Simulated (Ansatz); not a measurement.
Consider Si3Ge.

Input file:

```
crystal:
  lattice:
    - [3.858547085, 0.0, 0.0]
    - [0.0, 3.858547085, 0.0]
    - [0.0, 0.0, 5.5139524886]
  atoms:
    - { symbol: Si, position: [0.5, 0.0, 0.7548009297] }
    - { symbol: Si, position: [0.5, 0.5, 0.0] }
    - { symbol: Si, position: [0.0, 0.5, 0.2451990703] }
    - { symbol: Ge, position: [0.0, 0.0, 0.5] }
kpoints:
  mp_grid: { grid: [6, 6, 6] }
  band_path:
    path:
      - [0.0, 0.0, 0.0]
      - [0.0, 0.5, 0.0]
      - [0.5, 0.5, 0.0]
      - [0.0, 0.0, 0.5]
      - [0.0, 0.5, 0.5]
      - [0.5, 0.5, 0.5]
    npoints: 1
hamiltonian:
  xc: pbe
scf:
  occupations: { method: fermi_dirac, width: 0.02 }
  n_extra_bands: 5
output:
  forces: true
  stress: true
  eigenvalues: true
  write_density: true
  write_potential: true
  elf: true
  volumetric_format: npy
```

Launched as:

```sh
ansatz run input.yaml --threads 4 --pin off --max-ram 3686MiB --backend cpu --events-out ev --progress --plain --runs-dir out
```

Below, planes, directions and counts refer to the conventional cell (a = 3.86 Å, b = 3.86 Å, c = 5.51 Å, α = 90.00°, β = 90.00°, γ = 90.00°).

Space group P-4m2; started from the ordered alloy on diamond lattice prototype, which need not be the ambient phase; changed on purpose from its base cell (epitaxial xy strain -0.8%); computed pressure about 3 GPa in this cell.

Theory: DFT, PBE, plane waves, PAW in Ansatz.

Predict the valence pseudo-density and electron localisation function between the atoms.

Si–Ge (2.39 Å): the density is about 0.55 e/Å³ at the midpoint; the ELF peaks at about 0.95 between the atoms: localised, covalent bonding.

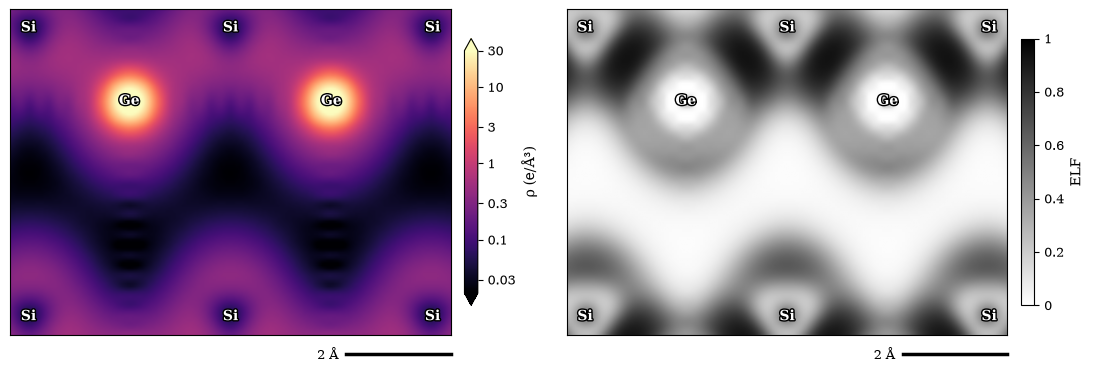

Computed valence pseudo-density and electron localisation function on the (010) plane of the conventional cell, in this order. 

The density is the valence pseudo-density of a PAW calculation; it isn't the true density close to the nuclei.
